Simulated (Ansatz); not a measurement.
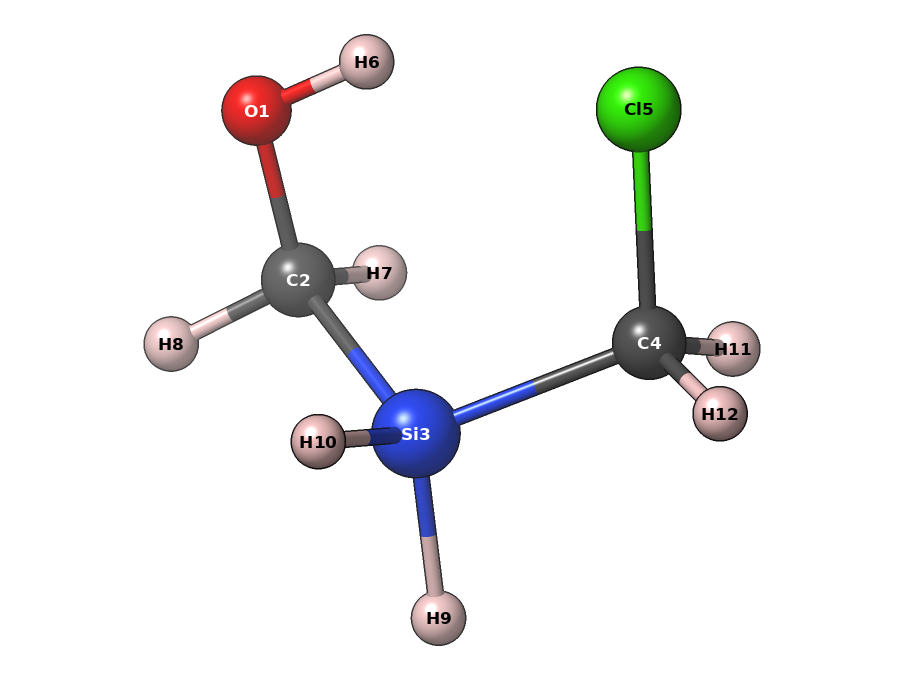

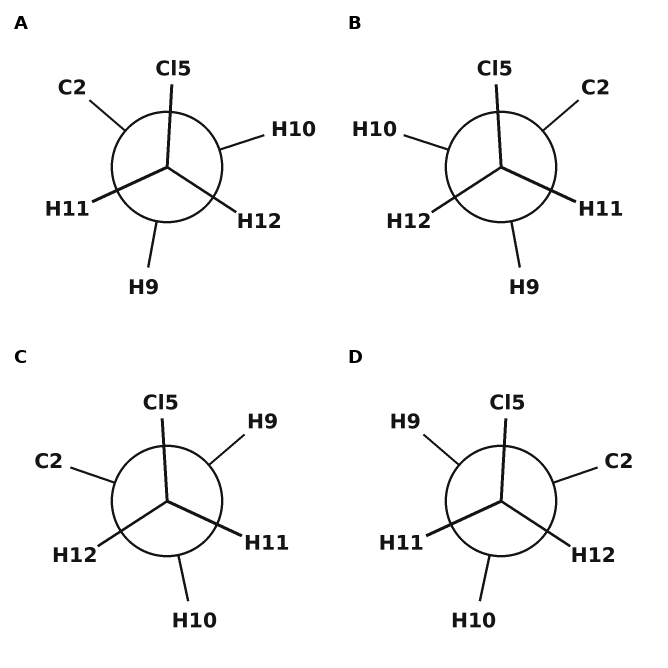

Distant atoms are faded towards the background colour. Bonds that would overlap in a projection are set slightly apart. Computed geometry: PBE-D4/def2-SVP optimisation. No frequency run is at hand to confirm it as a minimum.

Q: Which Newman projection shows the view along C4–Si3, with C4 in front?

A: B. The torsion angle Cl5–C4–Si3–C2 is 53°, synclinal (gauche).
